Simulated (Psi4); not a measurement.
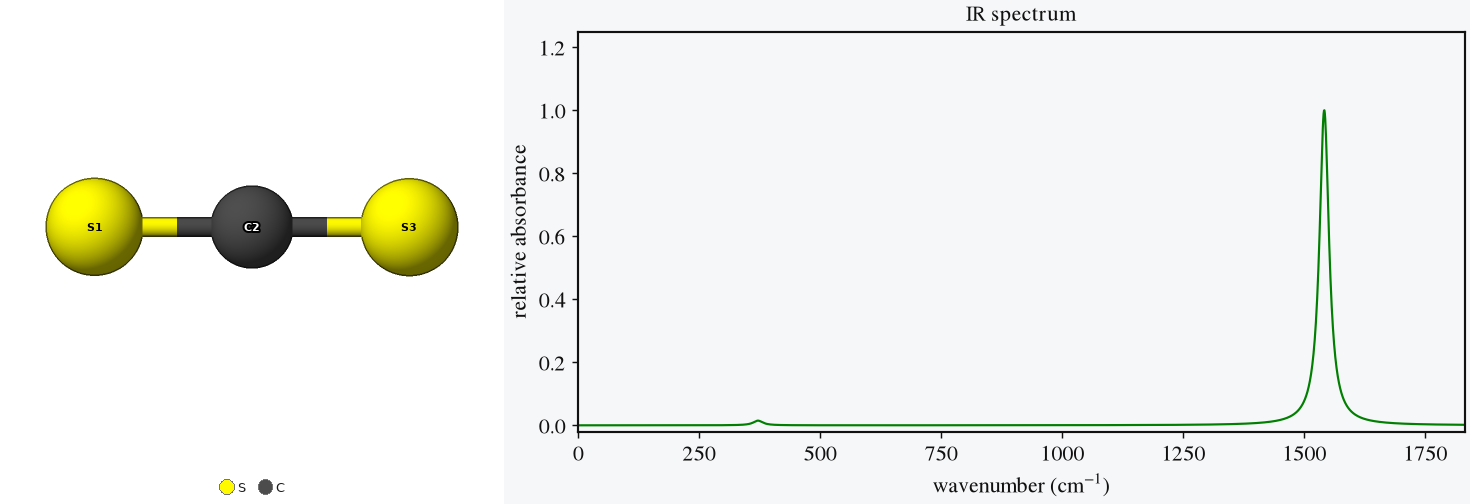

Infrared spectrum of CS₂, SMILES S=C=S. Unscaled harmonic wavenumbers and double-harmonic intensities, PBE/aug-cc-pVDZ with Psi4 1.11, at a geometry relaxed at this level, isolated molecule. Modes within 2 cm⁻¹ of each other count as one line, with their intensities summed. Lorentzian lines of 24 cm⁻¹ full width. Close modes add up in the curve.

Q: List the modes.

A:
```tsv
cm⁻¹	km/mol
372.0 (×2)	7.6
657.6	0.0
1541.9	510.7
```

Note: double-zeta basis.
